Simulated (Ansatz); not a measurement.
**Run report: C$_{5}$H$_{9}$ (charge +1), geometry relaxation (part 1 of 2)**

The run: geometry relaxation of C$_{5}$H$_{9}$, charge +1, SMILES C=C(C)[CH+]C. Method and program: RKS PBE-D4/def2-SVP (Ansatz 0.2.0).

The geometry comes from this level: GFN2-xTB. Figures and captions count atoms from 1; the log counts them from 0 in places.

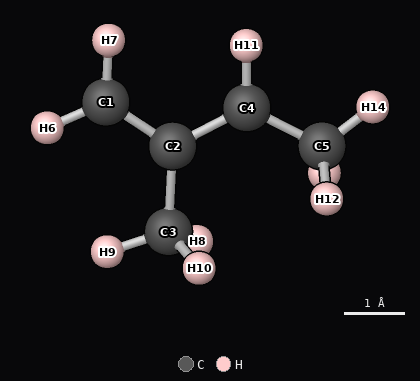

*The input geometry (ball-and-stick view, seen at a tilt; atoms are numbered from 1 in the order of the input).*

### Key numbers

- outcome: converged
- total energy: −5312.2235 eV
- mean-field energy: −5311.9999 eV
- SCF solution under orbital rotations: stable
- largest force (length of the vector) at the end: 0.019 eV/Å
- hardware: 4 threads of Intel Xeon @ 2.50GHz (Skylake/Cascade Lake), 189 GiB of memory available, shared host
- wall time: 51 s (CPU time 2.9 min)
- peak memory: 0.17 GiB

### The input
```yaml
crystal:
  periodic: [false, false, false]
  atoms:
    - { symbol: C, position_ang: [-1.20581, 1.34257, 0.43473] }
    - { symbol: C, position_ang: [-0.4725, 0.23351, 0.12042] }
    - { symbol: C, position_ang: [-1.09536, -1.11659, 0.00225] }
    - { symbol: C, position_ang: [0.91206, 0.4035, -0.09086] }
    - { symbol: C, position_ang: [1.8128, -0.66276, -0.42475] }
    - { symbol: H, position_ang: [-2.27003, 1.28165, 0.60846] }
    - { symbol: H, position_ang: [-0.75866, 2.32161, 0.52356] }
    - { symbol: H, position_ang: [-0.93771, -1.52853, -0.99621] }
    - { symbol: H, position_ang: [-2.16419, -1.07106, 0.18577] }
    - { symbol: H, position_ang: [-0.6555, -1.80665, 0.71725] }
    - { symbol: H, position_ang: [1.31079, 1.40825, 0.00761] }
    - { symbol: H, position_ang: [1.74634, -1.46157, 0.34808] }
    - { symbol: H, position_ang: [1.47339, -1.19257, -1.30918] }
    - { symbol: H, position_ang: [2.84328, -0.34295, -0.54664] }
total_charge: 1
basis:
  gaussian: { orbitals: def2-SVP }
hamiltonian:
  xc: pbe
  dispersion: d4
relax:
  f_tol: 0.03
  max_steps: 200
```

Launch command:
```bash
ansatz run input.yaml --threads 4 --pin off --max-ram 10240MiB --backend cpu --events-out ev --progress --plain --runs-dir out
```

### The program's output
```
The last accepted step is kept in [file] (removed where the run ends without a failure and the disk answers)
Engine: ansatz 0.2.0, x86_64-unknown-linux-gnu
Functional definition: PBE
  parameter kappa = 0.804
  parameter beta = 0.06672455060314922
  exchange = pbe_x(kappa = kappa, mu = beta*pi^2/3)
  correlation = pbe_c(beta = beta)
1312 factors; their error is unknown
mean field evaluation 1: about -5294.5025 eV, gradient 8.1e1 eV
mean field evaluation 2: about -5276.7261 eV, gradient 1.1e2 eV
mean field evaluation 4: about -5310.8282 eV, gradient 1.9e1 eV
mean field evaluation 8: about -5311.9134 eV, gradient 2.8e-1 eV
mean field evaluation 16: about -5311.8508 eV, gradient 2.0e-3 eV
mean field -5311.85079513 eV, -195.2069162192 hartree, gradient 3.0e-5 eV, S^2 0.000000; 0 other end points of the search recorded, 0 dependent functions left out
the calculation of the forces begins
reference -5311.85083272 eV, -195.2069176006 hartree; 19, 19 occupied and 96, 96 virtual orbitals, 1312 factors
relax step   1: F+E_penalty+E_count = -5312.07917954 eV  Δ(F+E_penalty+E_count) = +0.000e0 eV  max|allowed force component| = 9.075e-1 eV/Å  Δτ_max = 0.0000 Å  (30 SCF iters, accepted)
these checks for a lower state are left out or cut short: starts, cluster_reference, orbital_swaps, neighbouring_geometries, increment
1312 factors; their error is unknown
mean field -5311.95113228 eV, -195.2106035414 hartree, gradient 1.2e-5 eV, S^2 0.000000; 0 other end points of the search recorded, 0 dependent functions left out
[... from here on the field's lines of each further geometry are left out, up to the last ...]
relax step   2: F+E_penalty+E_count = -5312.17771934 eV  Δ(F+E_penalty+E_count) = -9.854e-2 eV  max|allowed force component| = 2.853e-1 eV/Å  Δτ_max = 0.0399 Å  (32 SCF iters, accepted)
relax step   3: F+E_penalty+E_count = -5312.18705694 eV  Δ(F+E_penalty+E_count) = -9.338e-3 eV  max|allowed force component| = 4.652e-2 eV/Å  Δτ_max = 0.0259 Å  (32 SCF iters, accepted)
relax step   4: F+E_penalty+E_count = -5312.18674797 eV  Δ(F+E_penalty+E_count) = +3.090e-4 eV  max|allowed force component| = 6.160e-2 eV/Å  Δτ_max = 0.0316 Å  (32 SCF iters, rejected (line search))
relax step   5: F+E_penalty+E_count = -5312.18709886 eV  Δ(F+E_penalty+E_count) = -4.193e-5 eV  max|allowed force component| = 6.278e-2 eV/Å  Δτ_max = 0.0090 Å  (33 SCF iters, accepted)
relax step   6: F+E_penalty+E_count = -5312.18760022 eV  Δ(F+E_penalty+E_count) = -5.014e-4 eV  max|allowed force component| = 1.151e-1 eV/Å  Δτ_max = 0.0782 Å  (32 SCF iters, accepted)
relax step   7: F+E_penalty+E_count = -5312.18603927 eV  Δ(F+E_penalty+E_count) = +1.561e-3 eV  max|allowed force component| = 4.904e-1 eV/Å  Δτ_max = 0.1478 Å  (31 SCF iters, rejected (line search))
relax step   8: F+E_penalty+E_count = -5312.18955350 eV  Δ(F+E_penalty+E_count) = -1.953e-3 eV  max|allowed force component| = 4.828e-2 eV/Å  Δτ_max = 0.0739 Å  (32 SCF iters, accepted)
relax step   9: F+E_penalty+E_count = -5312.19049737 eV  Δ(F+E_penalty+E_count) = -9.439e-4 eV  max|allowed force component| = 2.304e-1 eV/Å  Δτ_max = 0.0747 Å  (30 SCF iters, accepted)
relax step  10: F+E_penalty+E_count = -5312.19155202 eV  Δ(F+E_penalty+E_count) = -1.055e-3 eV  max|allowed force component| = 1.909e-1 eV/Å  Δτ_max = 0.0227 Å  (34 SCF iters, accepted)
relax step  11: F+E_penalty+E_count = -5312.19521520 eV  Δ(F+E_penalty+E_count) = -3.663e-3 eV  max|allowed force component| = 3.030e-1 eV/Å  Δτ_max = 0.1647 Å  (31 SCF iters, accepted)
relax step  12: F+E_penalty+E_count = -5312.19328019 eV  Δ(F+E_penalty+E_count) = +1.935e-3 eV  max|allowed force component| = 3.398e-1 eV/Å  Δτ_max = 0.0702 Å  (30 SCF iters, rejected (line search))
relax step  13: F+E_penalty+E_count = -5312.20013305 eV  Δ(F+E_penalty+E_count) = -4.918e-3 eV  max|allowed force component| = 1.326e-1 eV/Å  Δτ_max = 0.0340 Å  (32 SCF iters, accepted)
relax step  14: F+E_penalty+E_count = -5312.20585051 eV  Δ(F+E_penalty+E_count) = -5.717e-3 eV  max|allowed force component| = 6.020e-2 eV/Å  Δτ_max = 0.1000 Å  (30 SCF iters, accepted)
relax step  15: F+E_penalty+E_count = -5312.20893289 eV  Δ(F+E_penalty+E_count) = -3.082e-3 eV  max|allowed force component| = 3.447e-1 eV/Å  Δτ_max = 0.1494 Å  (31 SCF iters, accepted)
relax step  16: F+E_penalty+E_count = -5312.21324685 eV  Δ(F+E_penalty+E_count) = -4.314e-3 eV  max|allowed force component| = 1.634e-1 eV/Å  Δτ_max = 0.0325 Å  (32 SCF iters, accepted)
relax step  17: F+E_penalty+E_count = -5312.21221977 eV  Δ(F+E_penalty+E_count) = +1.027e-3 eV  max|allowed force component| = 1.734e-1 eV/Å  Δτ_max = 0.2000 Å  (29 SCF iters, rejected (line search))
relax step  18: F+E_penalty+E_count = -5312.21740417 eV  Δ(F+E_penalty+E_count) = -4.157e-3 eV  max|allowed force component| = 1.209e-1 eV/Å  Δτ_max = 0.0975 Å  (31 SCF iters, accepted)
relax step  19: F+E_penalty+E_count = -5312.21793555 eV  Δ(F+E_penalty+E_count) = -5.314e-4 eV  max|allowed force component| = 2.164e-1 eV/Å  Δτ_max = 0.0975 Å  (31 SCF iters, accepted)
relax step  20: F+E_penalty+E_count = -5312.21939904 eV  Δ(F+E_penalty+E_count) = -1.463e-3 eV  max|allowed force component| = 1.532e-1 eV/Å  Δτ_max = 0.0699 Å  (31 SCF iters, accepted)
relax step  21: F+E_penalty+E_count = -5312.22225812 eV  Δ(F+E_penalty+E_count) = -2.859e-3 eV  max|allowed force component| = 1.092e-1 eV/Å  Δτ_max = 0.0724 Å  (31 SCF iters, accepted)
the calculation of the forces begins
reference -5311.99994899 eV, -195.2123975225 hartree; 19, 19 occupied and 96, 96 virtual orbitals, 1312 factors
relax step  22: F+E_penalty+E_count = -5312.22343187 eV  Δ(F+E_penalty+E_count) = -1.174e-3 eV  max|allowed force component| = 1.694e-2 eV/Å  Δτ_max = 0.0373 Å  (32 SCF iters, accepted)
```

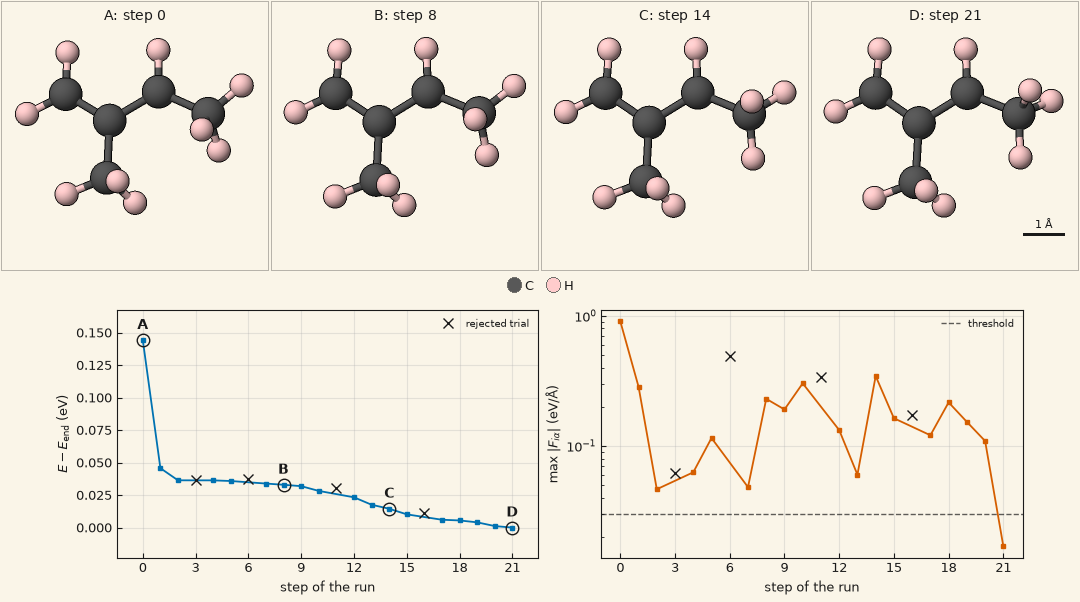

*Frames of the relaxation (ball-and-stick view, seen at a tilt) above the curves, on which the letters mark them (the first geometry is step 0 here and step 1 in the log).*

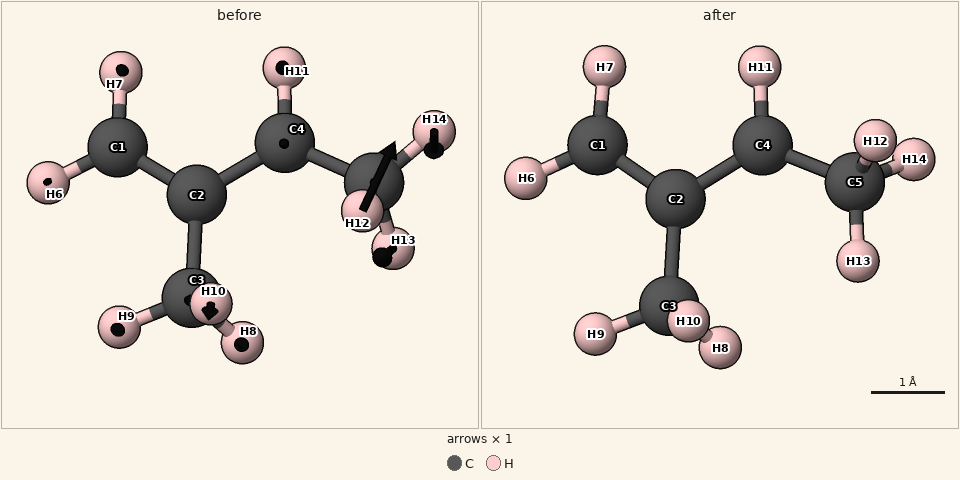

*Before (left) and after (right) the relaxation, at one scale (ball-and-stick view, seen at a tilt). The black arrows give the displacements, at true length.*

After 21 geometry steps the energy has fallen by 0.144 eV. Largest force component: 0.91 eV/Å at the start, 0.017 eV/Å at the end. The line search rejected the trial steps at points 3, 6, 11, 16 (counted from 0) and went back. H12 moves most after the best rigid fit: 1.07 Å. Largest moves by element: H 1.07 Å, C 0.19 Å. Among the contacts that change: C5–H14 1.086 → 1.118 Å, C1–H6 1.080 → 1.104 Å, C3–H10 1.087 → 1.109 Å, C1–C2 1.366 → 1.387 Å. Among the angles that change: H12–C5–H14 110.2° → 100.9°, H12–C5–H13 101.3° → 110.3°, C4–C5–H13 110.9° → 116.0°. (Atoms are counted from 1 in the order of the input.)

```
1312 factors; their error is unknown
mean field -5311.99991043 eV, -195.2123961055 hartree, gradient 1.8e-5 eV, S^2 0.000000; 1 other end points of the search recorded, 0 dependent functions left out
the calculation of the forces begins
reference -5311.99994899 eV, -195.2123975225 hartree; 19, 19 occupied and 96, 96 virtual orbitals, 1312 factors
Total energy: -5312.22347043 eV, -195.2206117840 hartree
Atom 0 at    -1.183948     1.345296     0.483411 Å, force    -0.002655    -0.007729    -0.006878 eV/Å
Atom 1 at    -0.515532     0.188775     0.108684 Å, force    -0.007694     0.003632     0.016936 eV/Å
Atom 2 at    -1.214259    -1.114925    -0.160696 Å, force    -0.003072     0.003818    -0.013904 eV/Å
Atom 3 at     0.894950     0.331087     0.003126 Å, force     0.007286     0.000283     0.005970 eV/Å
Atom 4 at     1.845420    -0.705648    -0.355800 Å, force    -0.001063     0.004670    -0.009481 eV/Å
Atom 5 at    -2.281099     1.364250     0.602672 Å, force     0.002947    -0.003355    -0.000200 eV/Å
Atom 6 at    -0.641419     2.286428     0.675255 Å, force     0.004243     0.003410    -0.001386 eV/Å
Atom 7 at    -1.040900    -1.448421    -1.204275 Å, force     0.002768    -0.004993    -0.002960 eV/Å
Atom 8 at    -2.305199    -1.026551    -0.009141 Å, force     0.000543     0.002236     0.002923 eV/Å
Atom 9 at    -0.838600    -1.914986     0.509091 Å, force     0.002540     0.002390     0.003112 eV/Å
Atom 10 at     1.312997     1.331872     0.224548 Å, force    -0.003374     0.002574     0.004218 eV/Å
Atom 11 at     2.574879    -0.815493     0.488791 Å, force     0.002468     0.001580     0.000420 eV/Å
Atom 12 at     1.414923    -1.686518    -0.618902 Å, force    -0.003071    -0.003728     0.002763 eV/Å
Atom 13 at     2.516689    -0.326755    -1.166274 Å, force    -0.001868    -0.004789    -0.001531 eV/Å
Dipole moment:     0.227932     0.279732     0.062417 e Å
```

### Trajectory as extended XYZ (Å, eV, eV/Å), 22 frames, from step=1 to step=22
```
14
Properties=species:S:1:pos:R:3:forces:R:3 step=1 energy=-5312.07918
C    -1.2058    1.3426    0.4347    0.1164   0.2716   0.0263
C    -0.4725    0.2335    0.1204    0.0225  -0.7287  -0.1281
C    -1.0954   -1.1166    0.0022    0.0602   0.3719  -0.1012
C     0.9121    0.4035   -0.0909   -0.3160   0.0731   0.0412
C     1.8128   -0.6628   -0.4248    0.3664   0.0706   0.6562
H    -2.2700    1.2816    0.6085   -0.8299  -0.0721   0.1306
H    -0.7587    2.3216    0.5236    0.4127   0.7536   0.0542
H    -0.9377   -1.5285   -0.9962    0.0745  -0.2812  -0.5346
H    -2.1642   -1.0711    0.1858   -0.6615  -0.0383   0.1052
H    -0.6555   -1.8067    0.7173    0.2962  -0.5422   0.4853
H     1.3108    1.4083    0.0076    0.2459   0.7095   0.0910
H     1.7463   -1.4616    0.3481   -0.0006  -0.1578   0.1554
H     1.4734   -1.1926   -1.3092   -0.3798  -0.5440  -0.9075
H     2.8433   -0.3429   -0.5466    0.5930   0.1139  -0.0740
14
Properties=species:S:1:pos:R:3:forces:R:3 step=2 energy=-5312.17772
C    -1.2024    1.3578    0.4370    0.0255   0.1229   0.0064
C    -0.4830    0.2231    0.1205   -0.0214  -0.2853  -0.0548
C    -1.1151   -1.1334    0.0008    0.0265   0.1449  -0.0203
C     0.9085    0.4070   -0.0890   -0.1160   0.0787   0.0451
C     1.8329   -0.6565   -0.4242    0.1500  -0.0159   0.1800
H    -2.2844    1.3147    0.6154   -0.2075  -0.0129   0.0366
H    -0.7252    2.3430    0.5200    0.1214   0.1576   0.0092
H    -0.9580   -1.5546   -1.0080    0.0270  -0.0748  -0.1536
H    -2.1978   -1.0926    0.1870   -0.1809  -0.0020   0.0327
H    -0.6707   -1.8399    0.7220    0.0869  -0.1476   0.1350
H     1.3001    1.4304    0.0204    0.0496   0.1795   0.0195
H     1.7763   -1.4573    0.3547    0.0021  -0.0377   0.0492
H     1.4844   -1.2043   -1.3232   -0.1143  -0.1430  -0.2597
H     2.8733   -0.3288   -0.5530    0.1512   0.0356  -0.0251
14
Properties=species:S:1:pos:R:3:forces:R:3 step=3 energy=-5312.18706
C    -1.1987    1.3630    0.4340   -0.0089   0.0117   0.0455
C    -0.4900    0.2140    0.1195   -0.0027  -0.0402  -0.0005
C    -1.1270   -1.1419   -0.0010    0.0040   0.0168  -0.0001
C     0.9045    0.4060   -0.0828   -0.0145   0.0317  -0.0465
C     1.8434   -0.6526   -0.4218    0.0182  -0.0300   0.0200
H    -2.2868    1.3345    0.6180    0.0031   0.0067  -0.0163
H    -0.6994    2.3434    0.5213    0.0021  -0.0131  -0.0170
H    -0.9684   -1.5666   -1.0141    0.0009   0.0017   0.0023
H    -2.2153   -1.0999    0.1855    0.0044   0.0023   0.0004
H    -0.6817   -1.8551    0.7236    0.0011   0.0032  -0.0026
H     1.2866    1.4394    0.0231    0.0003  -0.0107   0.0160
H     1.8004   -1.4524    0.3620    0.0080   0.0081  -0.0027
H     1.4871   -1.2088   -1.3250   -0.0086   0.0089  -0.0022
H     2.8842   -0.3147   -0.5617   -0.0075   0.0029   0.0037
14
Properties=species:S:1:pos:R:3:forces:R:3 step=4 energy=-5312.18675 accepted=F
C    -1.1989    1.3624    0.4375   -0.0050   0.0214  -0.0072
C    -0.4913    0.2145    0.1173    0.0127  -0.0456  -0.0061
C    -1.1278   -1.1409   -0.0064    0.0056   0.0029  -0.0230
C     0.9034    0.4060   -0.0854    0.0170   0.0260   0.0616
C     1.8432   -0.6544   -0.4184    0.0003   0.0434   0.0113
H    -2.2875    1.3361    0.6190    0.0092   0.0023   0.0049
H    -0.6970    2.3416    0.5209   -0.0042  -0.0029  -0.0018
H    -0.9741   -1.5595   -1.0232   -0.0094   0.0099   0.0019
H    -2.2150   -1.1006    0.1863    0.0019  -0.0025   0.0014
H    -0.6768   -1.8604    0.7079    0.0009   0.0083   0.0158
H     1.2891    1.4380    0.0256   -0.0188  -0.0126  -0.0006
H     1.8246   -1.4407    0.3787   -0.0313  -0.0046   0.0214
H     1.4669   -1.2208   -1.3043    0.0247  -0.0508  -0.0505
H     2.8802   -0.3130   -0.5749   -0.0035   0.0049  -0.0290
14
Properties=species:S:1:pos:R:3:forces:R:3 step=5 energy=-5312.18710
C    -1.1973    1.3619    0.4396   -0.0199   0.0151  -0.0628
C    -0.4905    0.2122    0.1214   -0.0013  -0.0044   0.0069
C    -1.1282   -1.1425   -0.0015    0.0024   0.0016   0.0088
C     0.9035    0.4057   -0.0836    0.0037   0.0023   0.0182
C     1.8440   -0.6523   -0.4221   -0.0028  -0.0173  -0.0258
H    -2.2872    1.3376    0.6141    0.0137  -0.0011   0.0198
H    -0.6972    2.3430    0.5131    0.0020  -0.0184   0.0224
H    -0.9731   -1.5639   -1.0167    0.0007   0.0036   0.0074
H    -2.2159   -1.1006    0.1890    0.0082   0.0008  -0.0010
H    -0.6803   -1.8581    0.7196   -0.0039   0.0043  -0.0093
H     1.2861    1.4379    0.0319   -0.0016  -0.0092  -0.0046
H     1.8058   -1.4491    0.3651    0.0038   0.0109  -0.0035
H     1.4859   -1.2117   -1.3234    0.0037   0.0128   0.0186
H     2.8834   -0.3117   -0.5659   -0.0086  -0.0011   0.0049
14
Properties=species:S:1:pos:R:3:forces:R:3 step=6 energy=-5312.18760
C    -1.1957    1.3607    0.4403   -0.0155   0.0254  -0.0153
C    -0.4935    0.2099    0.1178    0.0325   0.0062   0.0154
C    -1.1367   -1.1397   -0.0126   -0.0025  -0.0507  -0.0289
C     0.9023    0.4000   -0.0812   -0.0476   0.1151   0.0252
C     1.8453   -0.6503   -0.4259    0.0461  -0.0836  -0.0322
H    -2.2856    1.3409    0.6132    0.0018  -0.0022   0.0051
H    -0.6901    2.3375    0.5293    0.0026  -0.0097   0.0051
H    -0.9836   -1.5549   -1.0309   -0.0047   0.0032   0.0087
H    -2.2243   -1.0966    0.1784    0.0108   0.0080   0.0015
H    -0.6903   -1.8629    0.7013   -0.0005   0.0059   0.0009
H     1.2848    1.4320    0.0476   -0.0065  -0.0462  -0.0020
H     1.8629   -1.4088    0.4001   -0.0128   0.0029   0.0220
H     1.4706   -1.2611   -1.2828   -0.0276  -0.0008  -0.0024
H     2.8728   -0.2984   -0.6142    0.0239   0.0263  -0.0031
```
